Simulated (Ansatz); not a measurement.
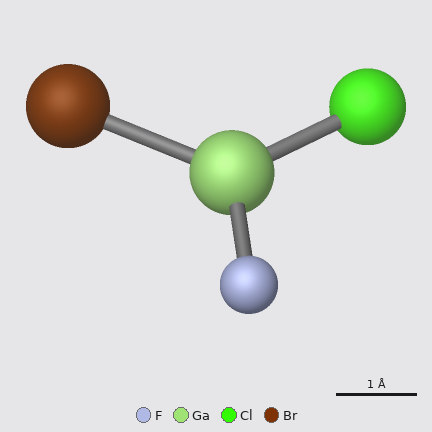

The picture shows a molecular structure as a ball-and-stick model. Every bond is drawn as one stick, whatever its order.

The geometry was computed by an optimisation with PBE0-D4/def2-TZVP.

Description:

Formula GaBrClF. As SMILES it reads `[F][Ga]([Cl])[Br]`. This geometry has Cs symmetry. All atoms lie on one plane. Coordination: 1 Ga trigonal planar.

The parts below concern this one geometry. Atoms keep their numbers from picture to picture.

### Shape

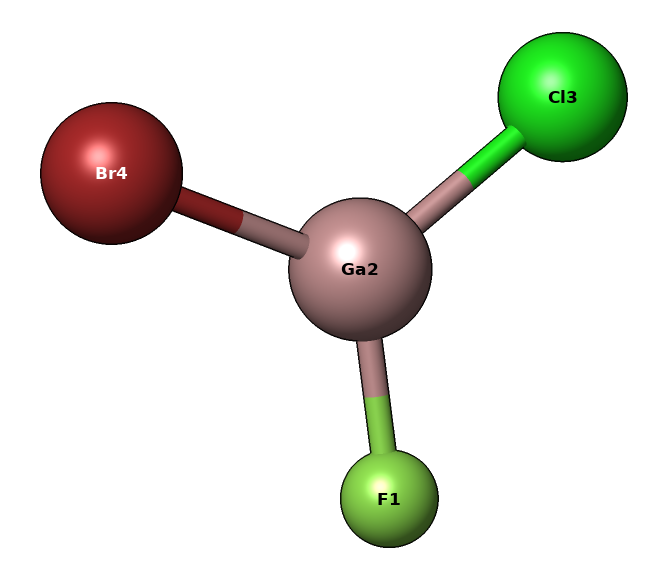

The atoms are numbered.

Estimate the angles F1–Ga2–Cl3, F1–Ga2–Br4, Cl3–Ga2–Br4.

| angle | degrees |
| --- | --- |
| F1–Ga2–Cl3 | 117.5 |
| F1–Ga2–Br4 | 118.6 |
| Cl3–Ga2–Br4 | 123.8 |

### Dipole moment

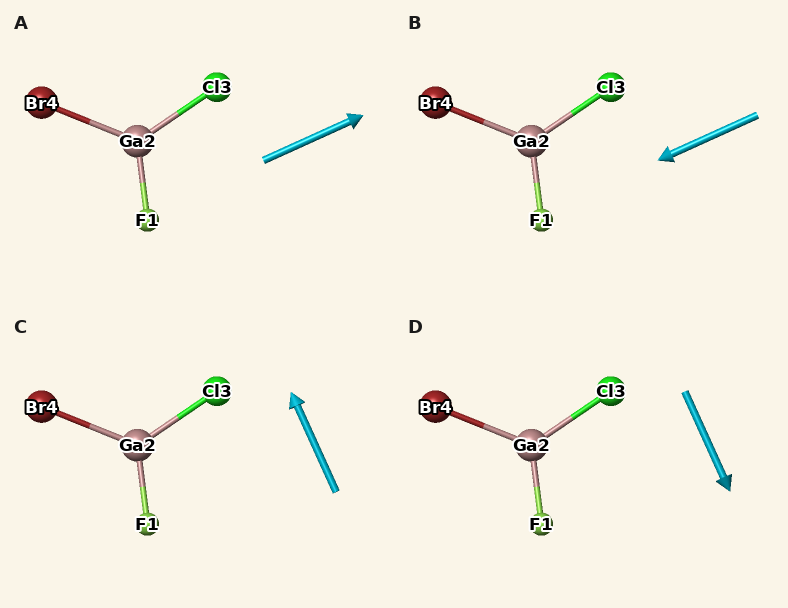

The same molecule four times, each with an arrow. Level of theory: RKS B3LYP-D4/def2-TZVPP (Ansatz 0.2.0).

**Which arrow points along the dipole moment, from the negative to the positive end?**

C. The dipole moment is 1.07 D; it points from the side of F1 to the side of Br4 (the outermost atoms at the two ends).

### Electronic properties

Method: RKS ωB97M-V/def2-QZVPP (Ansatz 0.2.0).

What does the calculation give?

- HOMO energy (Kohn–Sham orbital): −11.45 eV
- LUMO energy (Kohn–Sham orbital): −0.32 eV
- HOMO–LUMO gap: 11.13 eV

### Vibrations

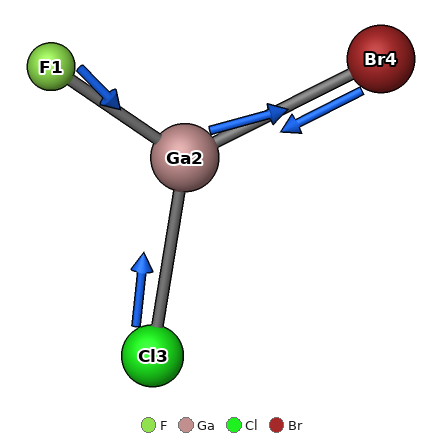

The arrows show one normal mode. Harmonic vibrations computed with RKS PBE0-D4/def2-TZVP (Ansatz 0.2.0) at a stationary point of the same level.

**Describe the motion.**

Mostly Ga–Br stretching.

**At what wavenumber does it lie?**

310 cm⁻¹; it is mode 4 of 6 counted from the lowest.
